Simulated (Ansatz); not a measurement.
**Run report: C₄H₁₀O₂Sn, single-point calculation**

System: C₄H₁₀O₂Sn (SnHMe2(OAc)).
Method: RKS PBE0-D4/def2-TZVP (Ansatz 0.2.0).

The geometry comes from this level: PBE-D4/def2-SVP. Figures and captions count atoms from 1; the log counts them from 0 in places.

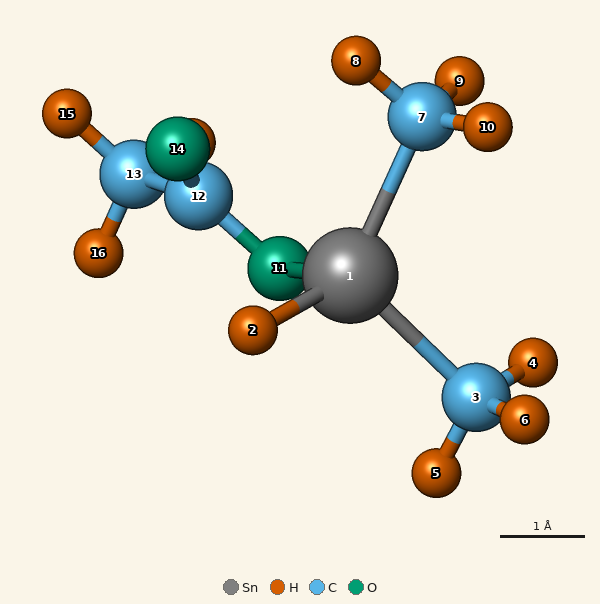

Figure 1. The structure (ball-and-stick view, seen at a tilt; atoms are numbered from 1 in the order of the input). Sticks mark near contacts.

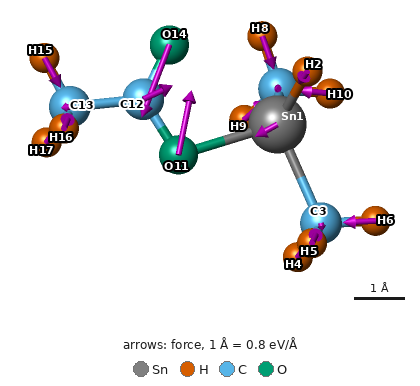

Figure 2. Forces on the atoms as pink arrows (ball-and-stick view, seen at a tilt; atoms are numbered from 1 in the order of the input). The largest act on O14 (1.28 eV/Å); O11 (1.08 eV/Å); H8 (0.57 eV/Å); H9, H10 (0.56 eV/Å), among others. The geometry is not a stationary point of this energy.

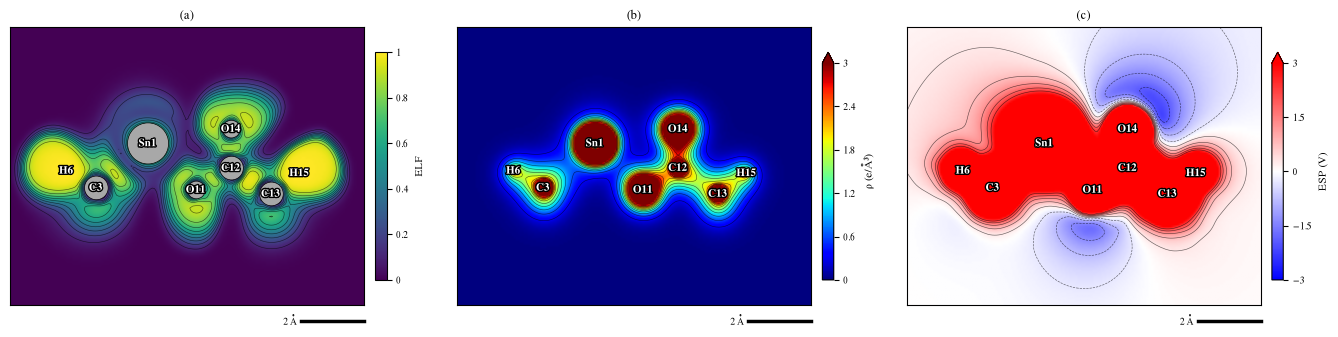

Figure 3. (a) electron localisation function; (b) total electron density; (c) electrostatic potential on the plane of atoms O11, C12 and C13. Grey discs, where drawn, cover atomic cores. The section cuts through Sn, C, H and O sites. Sn–O (2.13 Å): ρ is about 0.58 e/Å³ halfway; the ELF peaks at about 0.90 in the valence shell of O, 0.6 Å from its nucleus, and drops to about 0.15 between the two atoms. C–Sn (2.17 Å): ρ is about 0.69 e/Å³ halfway; the ELF peaks at about 0.90 in the valence shell of C, 0.7 Å from its nucleus, and drops to about 0.20 between the two atoms.

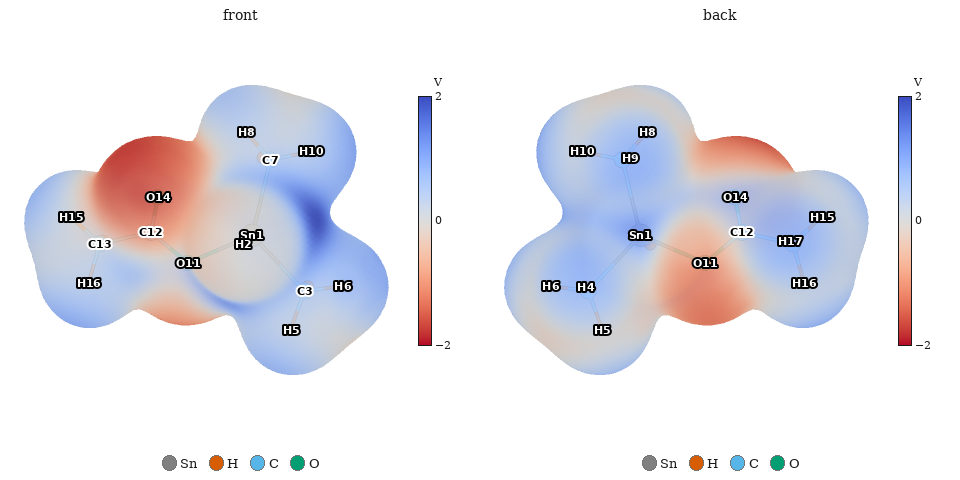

Figure 4. The molecular electrostatic potential painted on the density surface at 0.002 e/bohr³, seen face on and from behind; red is negative and blue positive.

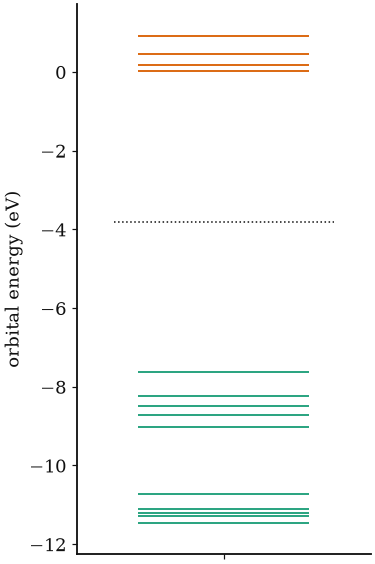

Figure 5. Orbital energies near the frontier; the dotted line parts filled from empty levels, and levels within 0.02 eV of each other stand side by side. Highest filled −7.63 eV, lowest empty 0.01 eV, 7.64 eV apart.

The input and output of the run follow.

Input file:
```yaml
crystal:
  periodic: [false, false, false]
  atoms:
    - {symbol: Sn, position_ang: [0.742587, 0.710429, 0.589887]}
    - {symbol: H, position_ang: [0.841174, 0.606512, 2.313421]}
    - {symbol: C, position_ang: [2.706996, 0.559396, -0.315754]}
    - {symbol: H, position_ang: [2.606960, 0.541749, -1.417867]}
    - {symbol: H, position_ang: [3.203046, -0.371980, 0.017509]}
    - {symbol: H, position_ang: [3.328790, 1.427361, -0.020896]}
    - {symbol: C, position_ang: [-0.406090, 2.331822, -0.252639]}
    - {symbol: H, position_ang: [-1.342591, 2.449856, 0.322035]}
    - {symbol: H, position_ang: [-0.648689, 2.078565, -1.303310]}
    - {symbol: H, position_ang: [0.184638, 3.268685, -0.232964]}
    - {symbol: O, position_ang: [0.027084, -1.147322, -0.175756]}
    - {symbol: C, position_ang: [-1.203149, -1.234820, 0.287435]}
    - {symbol: C, position_ang: [-1.956992, -2.481042, -0.119482]}
    - {symbol: O, position_ang: [-1.692484, -0.348197, 1.003155]}
    - {symbol: H, position_ang: [-2.968452, -2.480531, 0.322067]}
    - {symbol: H, position_ang: [-1.398021, -3.380024, 0.207721]}
    - {symbol: H, position_ang: [-2.024799, -2.530458, -1.224562]}
basis:
  gaussian: {orbitals: def2-TZVP, initial_orbitals: start.molden}
hamiltonian: {xc: pbe0, dispersion: d4}
scf: {omitted_lower_state_checks: [starts]}
output: {forces: true, orbitals: {seedname: orbitals}}
```

Launched with:
```bash
ansatz run in.yaml --threads 2 --pin off --events-out ev --progress --plain --max-ram 32768MiB --backend cuda --devices 0, --max-vram 18GiB
```

The program's output:
```
Functional definition: PBE0
  name "PBE0"
  cite "Adamo & Barone, J. Chem. Phys. 110, 6158 (1999) doi:10.1063/1.478522"
  cite "Perdew, Burke & Ernzerhof, Phys. Rev. Lett. 77, 3865 (1996) doi:10.1103/PhysRevLett.77.3865"
  parent pbe
  parameter a = 0.25
  parameter kappa = 0.804
  parameter beta = 0.06672455060314922
  exchange = (1 - a)*pbe_x(kappa = kappa, mu = beta*pi^2/3) + a*exact_x
  correlation = pbe_c(beta = beta)
these checks for a lower state are left out or cut short: starts
1923 factors; their error is unknown
mean field evaluation 1: about -14227.1476 eV, gradient 1.6e2 eV
mean field evaluation 2: about -14231.6136 eV, gradient 4.9e0 eV
mean field evaluation 4: about -14231.7621 eV, gradient 5.3e-1 eV
mean field evaluation 8: about -14231.7625 eV, gradient 1.8e-5 eV
mean field -14231.76246445 eV, -523.0076239336 hartree, gradient 1.8e-5 eV, S^2 0.000000; 0 other end points of the search recorded, 0 dependent functions left out
the calculation of the forces begins
reference -14231.76250650 eV, -523.0076254789 hartree; 36, 36 occupied and 260, 260 virtual orbitals, 1923 factors
Total energy: -14232.08881578 eV, -523.0196171238 hartree
Atom 0 at     0.742587     0.710429     0.589887 Å, force    -0.102447    -0.308326    -0.261154 eV/Å
Atom 1 at     0.841174     0.606512     2.313421 Å, force    -0.036203     0.003151    -0.335780 eV/Å
Atom 2 at     2.706996     0.559396    -0.315754 Å, force     0.101730    -0.029341    -0.062456 eV/Å
Atom 3 at     2.606960     0.541749    -1.417867 Å, force     0.054487     0.012159     0.542009 eV/Å
Atom 4 at     3.203046    -0.371980     0.017509 Å, force    -0.245884     0.462169    -0.161046 eV/Å
Atom 5 at     3.328790     1.427361    -0.020896 Å, force    -0.297987    -0.421093    -0.145874 eV/Å
Atom 6 at    -0.406090     2.331822    -0.252639 Å, force    -0.073733     0.026694    -0.064871 eV/Å
Atom 7 at    -1.342591     2.449856     0.322035 Å, force     0.490630    -0.050062    -0.288133 eV/Å
Atom 8 at    -0.648689     2.078565    -1.303310 Å, force     0.120775     0.138402     0.527401 eV/Å
Atom 9 at     0.184638     3.268685    -0.232964 Å, force    -0.299873    -0.470884    -0.003269 eV/Å
Atom 10 at     0.027084    -1.147322    -0.175756 Å, force    -0.638983     0.615818     0.618732 eV/Å
Atom 11 at    -1.203149    -1.234820     0.287435 Å, force     0.119513     0.476100     0.227935 eV/Å
Atom 12 at    -1.956992    -2.481042    -0.119482 Å, force    -0.072226    -0.122021    -0.043924 eV/Å
Atom 13 at    -1.692484    -0.348197     1.003155 Å, force     0.593881    -0.860369    -0.739143 eV/Å
Atom 14 at    -2.968452    -2.480531     0.322067 Å, force     0.504827     0.008724    -0.215270 eV/Å
Atom 15 at    -1.398021    -3.380024     0.207721 Å, force    -0.255401     0.459174    -0.131631 eV/Å
Atom 16 at    -2.024799    -2.530458    -1.224562 Å, force     0.036893     0.059704     0.536477 eV/Å
Dipole moment:     0.222881     0.084821    -0.205055 e Å
Checks for a lower state left out: starts
```

Results in brief:

```csv
quantity,value
outcome,converged
total energy,−14232.0888 eV
mean-field energy,−14231.7625 eV
dispersion energy,−0.3263 eV
SCF solution under orbital rotations,stable
HOMO,−7.63 eV
LUMO,0.01 eV
largest force (length of the vector),1.280 eV/Å
dipole moment,1.51 D
hardware,"2 CPU threads, shared host"
wall time,7 s (CPU time 7.7 s)
peak memory,0.91 GiB
```
